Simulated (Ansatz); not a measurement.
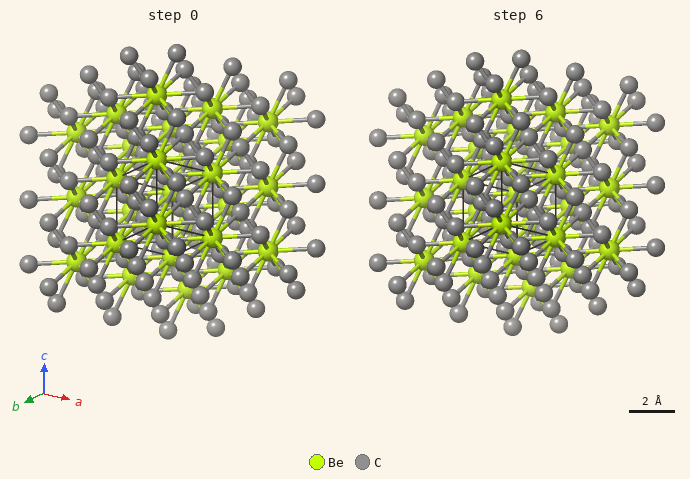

The structure of solid BeC3 (built on the Cu3Au (L1_2)_221 type) (coarse preliminary run) before (left) and after (right) a relaxation, at one scale.

The picture is a ball-and-stick view of the cell of the calculation, repeated 2 × 2 × 2 with one cell outlined, seen from a free direction.

Case: Cu3Au (L1_2) type (Pm-3m, No. 221).

Level of theory: Ansatz 0.2.0, DFT PBE, scalar-relativistic, plane waves, PAW.

Input
```yaml
crystal:
  lattice:
    - [3.0935540893, 0.0, 0.0]
    - [0.0, 3.0935540893, 0.0]
    - [0.0, 0.0, 3.0935540893]
  atoms:
    - { symbol: Be, position: [0.0, 0.0, 0.0] }
    - { symbol: C, position: [0.0, 0.5, 0.5] }
    - { symbol: C, position: [0.5, 0.0, 0.5] }
    - { symbol: C, position: [0.5, 0.5, 0.0] }
basis:
  ecutwfc: 420
kpoints:
  mp_grid: { grid: [6, 6, 6] }
hamiltonian:
  xc: pbe
scf:
  occupations: { method: gaussian, width: 0.1 }
  lower_state_search: "off"
output:
  forces: true
  stress: true
  eigenvalues: true
relax:
  adjacent_minimum: "off"
  f_tol: 0.04
  max_steps: 70
  cell: { stress_tol: 0.4 }
```

Command:
```bash
ansatz run input.yaml --threads 1 --pin off --max-ram 2560MiB --backend cpu --events-out ev --progress --plain --runs-dir out
```

Question: What changed between the two?

Answer: The energy falls by 37.5 meV per atom in 4 accepted moves (6 points after the start). All forces vanish by symmetry, so only the cell relaxes. The pressure goes from −15.26 to −0.01 GPa. At 2 points the geometry stayed and the basis and grid were re-selected for the new cell (energy shift of 1.4 meV per atom at most each time). The atoms keep their places relative to the cell (all moves are under 0.005 Å). The drawn cell changes as follows: a = b = c 3.094 → 2.991 Å (−3.3 %); the volume changes by −9.6 %. Some distances before and after: Be1–C2 2.187 → 2.115 Å. The space group stays Pm-3m (No. 221).
